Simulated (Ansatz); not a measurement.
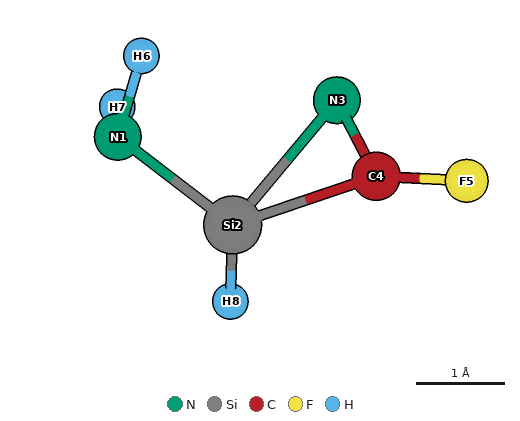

This is the input geometry for a relaxation of CH₃FN₂Si (coarse preliminary run). Style: ball-and-stick. Shown at a tilt.

The start comes from a force field.

The calculation used RKS PBE-D4/def2-SVP (Ansatz 0.2.0).

The input:
```yaml
crystal:
  periodic: [false, false, false]
  atoms:
    - {symbol: N, position_ang: [-1.483700, -0.433800, -0.030700]}
    - {symbol: Si, position_ang: [0.052500, -0.522400, 0.575400]}
    - {symbol: N, position_ang: [0.700800, 0.627100, -0.806600]}
    - {symbol: C, position_ang: [1.271300, 0.747700, 0.377100]}
    - {symbol: F, position_ang: [2.108900, 1.537200, 0.841600]}
    - {symbol: H, position_ang: [-1.665900, 0.620900, -0.231000]}
    - {symbol: H, position_ang: [-1.448500, -0.776900, -0.979400]}
    - {symbol: H, position_ang: [0.556600, -1.856900, 0.197800]}
basis:
  gaussian: {orbitals: def2-SVP}
hamiltonian: {xc: pbe, dispersion: d4}
relax: {f_tol: 0.03, max_steps: 200}
```

Run as
```bash
ansatz run in.yaml --threads 2 --pin off --events-out ev --progress --plain --max-ram 4352MiB
```

> What does the optimiser find from here?

The largest move after the best rigid fit is that of H7, 0.94 Å. By element the largest moves are H 0.94 Å, N 0.73 Å, Si 0.62 Å, F 0.37 Å, C 0.13 Å. Some distances before and after: C4–F5 1.241 → 1.338 Å, Si2–N3 1.911 → 1.826 Å, N1–H6 1.089 → 1.020 Å, N1–Si2 1.654 → 1.709 Å. Among the angles between lasting bonds that change: N1–Si2–N3 91.0° → 121.8°, Si2–N1–H6 105.9° → 123.8°, N3–Si2–H8 104.1° → 120.0°. After 15 geometry steps the energy has fallen by 1.957 eV. The largest force component goes from 4.9 to 0.011 eV/Å. Cost: 13 s on 2 threads of Intel Xeon 6975P-C, with other jobs on the host.

The structure at the end:

```xyz
8

N    -1.4596   -0.2960   -0.2221
Si    0.2258   -0.4934   -0.0164
N     1.4304    0.6095   -0.8322
C     1.3623    0.8114    0.4364
F     2.0209    1.7367    1.1427
H    -1.9180    0.6109   -0.3159
H    -2.0879   -1.0871   -0.3629
H     0.5180   -1.9491    0.1145
```

After the run, drawn alike:

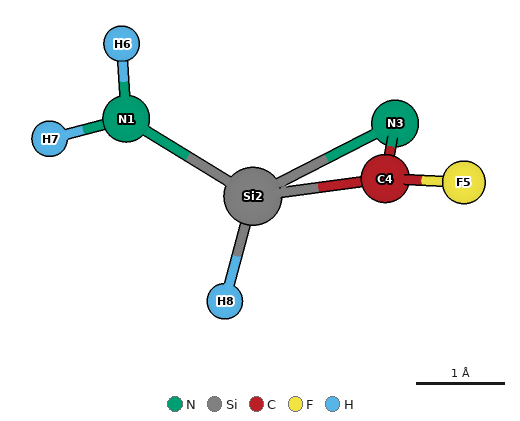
